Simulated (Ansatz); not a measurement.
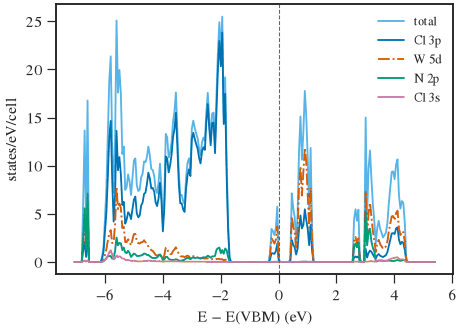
Fig. 1. Total and projected density of states of W2NCl8 in space group P-1 (No. 2; Pearson symbol aP11), DFT-r²SCAN+D4 in the program Ansatz with PAW potentials

### Question
Which orbitals carry the states next to the gap?

### Answer
Top 1 eV of the valence band: W 5d 67 %, Cl 3p 30 %. Bottom 1 eV of the conduction band: W 5d 67 %, Cl 3p 31 %. Projections are on Löwdin-orthogonalised atomic valence shells; empty p or d shells of many metals are not among them.

### Question
Where is the tallest occupied peak in this window, and what makes it?

### Answer
Near -1.9 eV, about 25 states/eV per cell; the largest projected share is Cl 3p.

The workflow started from a Materials Project entry (that database holds measured and hypothetical structures alike); the Crystallography Open Database copy checked does not list it. Entries of such low symmetry are often ordered models of mixed-site phases. Its standing as an ambient phase is unchecked. Symmetry was held in the r²SCAN+D4 relaxation; whether a distortion lowers the energy is not shown. The final state is ferromagnetic, chosen from 2 collinear starts compared on coarse meshes (ties went to the first, and starts can fall back to one state), not a proven ground state. Other orbital occupations within this spin state were not tried. No Hubbard U is applied. Spin–orbit coupling is left out wherever it is not named.

Potentials: the later of the program's two PAW sets.
